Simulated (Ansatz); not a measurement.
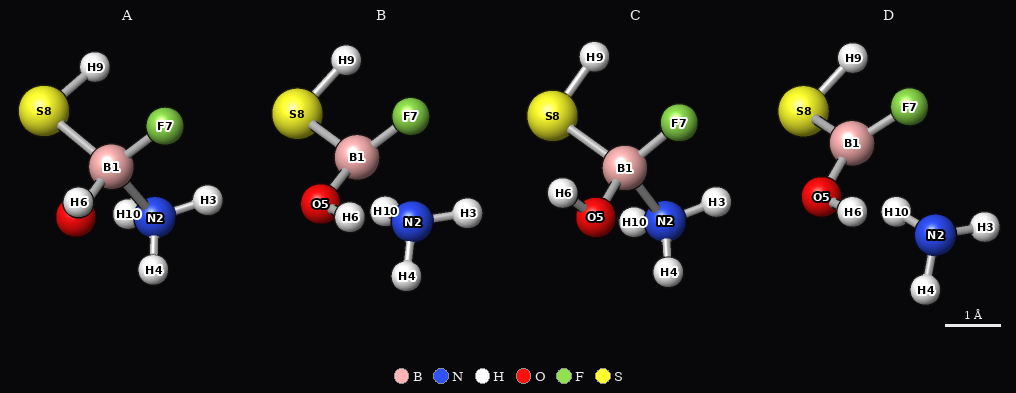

4 geometries from one relaxation of BNH$_{5}$SOF, in shuffled order. Style: ball-and-stick. Shown from a free direction.

The run prepares an end point of a later path (reaction) calculation, from a guessed geometry.

Level of theory: Ansatz 0.2.0, RKS LDA/def2-SVP. Set-up: no spin polarisation; force threshold 0.03 eV/Å; at most 50 steps.

Put them in the order of the run, from the start to the converged end.

Answer. D, B, A, C. They are steps 0, 3, 9, 18, at +68.6 kJ/mol, +33.8 kJ/mol, +8.55 kJ/mol relative to the last. The energy falls by 68.6 kJ/mol in 16 accepted moves (18 points after the start). The largest force component goes from 0.71 to 0.0088 eV/Å. The line search rejected the trial steps at points 12, 15 of the run. The largest move after the best rigid fit is that of H6, 0.80 Å. Largest moves by element: H 0.80 Å, B 0.76 Å, O 0.67 Å, F 0.63 Å, N 0.40 Å, S 0.21 Å. Among the contacts that change: B1–N2 2.741 → 1.632 Å, B1–O5 1.343 → 1.404 Å, B1–S8 1.866 → 1.922 Å, B1–F7 1.333 → 1.384 Å. New bonds form, among them: B1–N2 (2.74 → 1.63 Å). Among the angles between lasting bonds that change: F7–B1–S8 119.5° → 111.9°, O5–B1–F7 122.4° → 117.1°, H4–N2–H10 106.6° → 111.3°.

Limits of the set-up: the start holds two separate molecules, 2.6 Å apart at their closest, whose relative position is a soft coordinate and is computed without a dispersion correction.
